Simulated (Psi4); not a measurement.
**SiHCl (SMILES [SiH]Cl) at 3 levels**

Wanted: a comparison of 3 runs (HF/STO-3G, TPSSh/cc-pVTZ, wB97X-V/cc-pVTZ) of SiHCl. 

Program for the calculation: Psi4 1.11.

2 further runs of the same task are left out: 2 that didn't finish.

## 1. The system as given

SiHCl: 3 atoms, total charge 0, spin state singlet. As SMILES, `[SiH]Cl`. The Si1–Cl2 distance was set to 2.700 Å, away from the relaxed value.

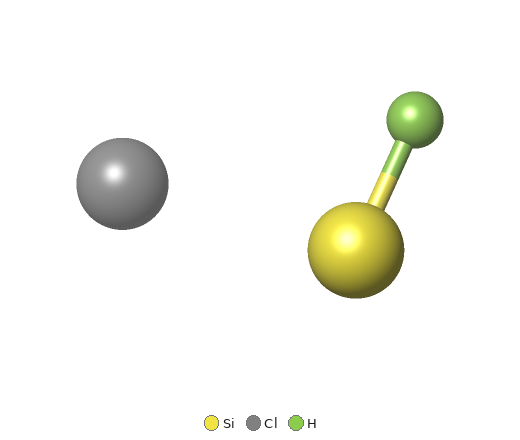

Viewed from a chosen angle; silicon yellow, chlorine grey, hydrogen green.

## 2. The energy at HF/STO-3G (run 1)

Input file job.py:

```python
import psi4

psi4.set_memory(2200000000)
psi4.set_num_threads(1)
psi4.core.set_output_file('output.dat', False)

geom = psi4.geometry("""
Si    -2.06995875     1.20264060    -0.99197393
Cl     2.41019449     0.66673317     1.39127306
H     -2.40789848    -1.62204642    -1.49919532
units au
symmetry c1
""")

psi4.set_options(dict(puream=True, e_convergence=1e-09, d_convergence=1e-08, scf_type='pk'))

e_tot, wfn = psi4.energy('hf/STO-3G', molecule=geom, return_wfn=True)
psi4.oeprop(wfn, 'DIPOLE', 'QUADRUPOLE', 'MAYER_INDICES')
print(f'total energy {e_tot:.8f} hartree = {e_tot * 27.211386:.5f} eV')
```

Launch:

```
$ python job.py
```

output.dat:

```text
[...]
  Running in c1 symmetry.
[...]
  Nuclear repulsion =   54.287710223462739
[...]
  Multiplicity = 1
[...]
  Nalpha       = 16
  Nbeta        = 16
[...]
    Number of basis functions: 19
[...]
   @RHF iter   1:  -740.63579129562413   -1.30668e+00   7.54482e-03 DIIS/ADIIS
[...]
   @RHF iter  10:  -740.68764378475498   -1.25056e-12   2.43871e-09 DIIS
[...]
  @RHF Final Energy:  -740.68764378475498
   => Energetics <=
    Nuclear Repulsion Energy =             54.2877102234627387
    One-Electron Energy =               -1139.0802913452889698
    Two-Electron Energy =                 344.1049373370712487
    Total Energy =                       -740.6876437847549823
[...]
 Multipole Moments:
 ------------------------------------------------------------------------------------
     Multipole            Electronic (a.u.)      Nuclear  (a.u.)        Total (a.u.)
 ------------------------------------------------------------------------------------
 L = 1.  Multiply by 2.5417464519 to convert [e a0] to [Debye]
 Dipole X            :          0.1940757           -2.7899898           -2.5959141
 Dipole Y            :          1.2777198           -1.1395461            0.1381737
 Dipole Z            :          0.0000000           -0.0000000            0.0000000
 Magnitude           :                                                    2.5995888
 L = 2.  Multiply by 1.3450342976 to convert [e a0^2] to [Debye ang]
 Quadrupole XX       :       -225.1112256          208.6198808          -16.4913448
 Quadrupole XY       :         12.8595306          -12.6969776            0.1625530
[...]
```

On the terminal:

```text
total energy -740.68764378 hartree = -20155.13738 eV
```

It took 5.1 s on 1 thread of Intel Xeon at 2.50GHz (Skylake/Cascade Lake), shared host; peak memory 0.18 GiB.

## 3. Energy and forces at TPSSh/cc-pVTZ (run 2)

Input file clhsi.in:

```
memory 2200 mb

molecule geom {
  0 1
  Si    -2.06995875     1.20264060    -0.99197393
  Cl     2.41019449     0.66673317     1.39127306
  H     -2.40789848    -1.62204642    -1.49919532
  units au
  symmetry c1
  no_reorient
  no_com
}

set {
  basis                cc-pVTZ
  reference            rks
  puream               true
  e_convergence        1e-09
  d_convergence        1e-08
  scf_type             pk
  dft_radial_points    99
  dft_spherical_points 590
}

e_tot, wfn = gradient("tpssh", return_wfn=True)
oeprop(wfn, "DIPOLE", "QUADRUPOLE", "WIBERG_LOWDIN_INDICES")
```

Launch:

```
$ psi4 -n 1 clhsi.in clhsi.out
```

clhsi.out:

```text
[...]
  Running in c1 symmetry.
[...]
  Nuclear repulsion =   54.287710223462732
[...]
  Multiplicity = 1
[...]
  Nalpha       = 16
  Nbeta        = 16
[...]
    Number of basis functions: 82
[...]
   @RKS iter   1:  -750.22352464147366   -4.55561e-01   4.56716e-03 DIIS/ADIIS
[...]
   @RKS iter  12:  -750.29667783895945   -1.75078e-11   2.98134e-09 DIIS
[...]
    Orbital Energies [Eh]
    ---------------------
    Doubly Occupied:
       1A   -101.365914     2A    -66.111600     3A     -9.342819
       4A     -7.089674     5A     -7.084903     6A     -7.083035
       7A     -5.317369     8A     -3.669799     9A     -3.665522
      10A     -3.658268    11A     -0.733308    12A     -0.509164
      13A     -0.326666    14A     -0.286684    15A     -0.274836
      16A     -0.262022
[...]
  @RKS Final Energy:  -750.29667783895945
   => Energetics <=
    Nuclear Repulsion Energy =             54.2877102234627316
    One-Electron Energy =               -1145.2472301531308858
    Two-Electron Energy =                 385.2611731549423553
    DFT Exchange-Correlation Energy =     -44.5983310642336832
    Empirical Dispersion Energy =           0.0000000000000000
    VV10 Nonlocal Energy =                  0.0000000000000000
    Total Energy =                       -750.2966778389595675
[...]
  -Total Gradient:
     Atom            X                  Y                   Z
    ------   -----------------  -----------------  -----------------
       1       -0.044393826623     0.005170816131    -0.023631530278
       2        0.047697545463    -0.003732881304     0.025598471584
       3       -0.003302333039    -0.001440015810    -0.001966423010
[...]
```

Run time: 1.9 min. Hardware: 1 thread of Intel Xeon at 2.50GHz (Skylake/Cascade Lake), shared host; peak memory 1.4 GiB.

## 4. The energy at wB97X-V/cc-pVTZ (run 3)

Input file clhsi.xyz:

```xyz
3
ClHSi
Si    -1.095375     0.636410    -0.524930
Cl     1.275420     0.352820     0.736230
H     -1.274205    -0.858350    -0.793340
```

Input file clhsi.py:

```python
import psi4

psi4.set_memory(2200000000)
psi4.set_num_threads(1)
psi4.core.set_output_file('output.dat', False)

with open('clhsi.xyz') as f:
    atoms = ''.join(f.readlines()[2:])
mol = psi4.geometry('0 1\n' + atoms + 'symmetry c1')

psi4.set_options({
    'basis': 'cc-pVTZ',
    'puream': True,
    'e_convergence': 1e-09,
    'd_convergence': 1e-08,
    'scf_type': 'pk',
    'dft_radial_points': 99,
    'dft_spherical_points': 590,
})

e_tot = psi4.energy('wb97x-v')
print('E =', round(e_tot, 9))
for k, v in sorted(psi4.core.scalar_variables().items()):
    print(f'{k:45s} {v:18.10f}')
```

Launch:

```
$ python clhsi.py
```

output.dat:

```text
[...]
  Running in c1 symmetry.
[...]
  Nuclear repulsion =   54.287710093059282
[...]
  Multiplicity = 1
[...]
  Nalpha       = 16
  Nbeta        = 16
[...]
    Number of basis functions: 82
[...]
   @RKS iter   1:  -750.08851357624997   -7.21710e-01   3.82142e-03 DIIS/ADIIS
[...]
   @RKS iter  12:  -750.14114829428183   -9.32232e-12   6.13022e-09 DIIS
[...]
  @RKS Final Energy:  -750.14114829428183
   => Energetics <=
    Nuclear Repulsion Energy =             54.2877100930592817
    One-Electron Energy =               -1145.1864334177125784
    Two-Electron Energy =                 377.7332570963749845
    DFT Exchange-Correlation Energy =     -37.1106982619239361
    Empirical Dispersion Energy =           0.0000000000000000
    VV10 Nonlocal Energy =                  0.1350161959203229
    Total Energy =                       -750.1411482942819475
[...]
 Multipole Moments:
 ------------------------------------------------------------------------------------
     Multipole            Electronic (a.u.)      Nuclear  (a.u.)        Total (a.u.)
 ------------------------------------------------------------------------------------
 L = 1.  Multiply by 2.5417464519 to convert [e a0] to [Debye]
 Dipole X            :          0.8399874           -2.7899898           -1.9500023
 Dipole Y            :          1.1874070           -1.1395461            0.0478608
 Dipole Z            :          0.0000000           -0.0000000            0.0000000
 Magnitude           :                                                    1.9505896
[...]
```

On the terminal:

```text
E = -750.141148294
CURRENT ENERGY                                   -750.1411482943
CURRENT REFERENCE ENERGY                         -750.1411482943
DD SOLVATION ENERGY                                 0.0000000000
DFT FUNCTIONAL TOTAL ENERGY                      -750.1411482943
DFT TOTAL ENERGY                                 -750.1411482943
DFT VV10 ENERGY                                     0.1350161959
DFT XC ENERGY                                     -37.1106982619
GRID ELECTRONS ALPHA                               16.0000000006
GRID ELECTRONS BETA                                16.0000000006
GRID ELECTRONS TOTAL                               32.0000000011
NUCLEAR REPULSION ENERGY                           54.2877100931
ONE-ELECTRON ENERGY                             -1145.1864334177
PCM POLARIZATION ENERGY                             0.0000000000
PE ENERGY                                           0.0000000000
SCF ITERATION ENERGY                             -750.1411482943
SCF ITERATIONS                                     12.0000000000
SCF TOTAL ENERGY                                 -750.1411482943
TWO-ELECTRON ENERGY                               377.7332570964
XC GRID RADIAL POINTS                              99.0000000000
XC GRID SPHERICAL POINTS                          590.0000000000
XC GRID TOTAL POINTS                           165549.0000000000
```

It took 93 s on 1 thread of Intel Xeon at 2.50GHz (Skylake/Cascade Lake), shared host; peak memory 0.89 GiB.

## 5. Overview of the runs

```csv
run,level,task,integration grid,energy (Eh),dipole moment (D),HOMO energy (eV),LUMO energy (eV),wall time
1,HF/STO-3G,energy,–,-740.687644,6.61,-7.26,3.41,5.1 s
2,TPSSh/cc-pVTZ,gradient,99 radial × 590 angular,-750.296678,4.33,-7.13,-4.45,1.9 min
3,wB97X-V/cc-pVTZ,energy,99 radial × 590 angular,-750.141148,4.96,-10.01,-1.95,93 s
```

## 6. Results

| quantity | value |
| --- | --- |
| run 3: total energy | -750.14115 Eh |
| run 3: dipole moment | 4.96 D |
| run 3: HOMO energy | -10.01 eV |
| run 3: LUMO energy | -1.95 eV |
| run 3: HOMO–LUMO gap | 8.06 eV |

**Reading.** The dipole moment (its size) runs from 4.33 D (TPSSh/cc-pVTZ) to 6.61 D (HF/STO-3G). The two ends differ in method and basis. The HOMO–LUMO gap runs from 2.68 eV (TPSSh/cc-pVTZ) to 10.66 eV (HF/STO-3G). Totals of different functionals can't be ranked against each other. In run 1 the basis is minimal, so the values are rough. All runs together took 3.5 min, the longest 1.9 min.
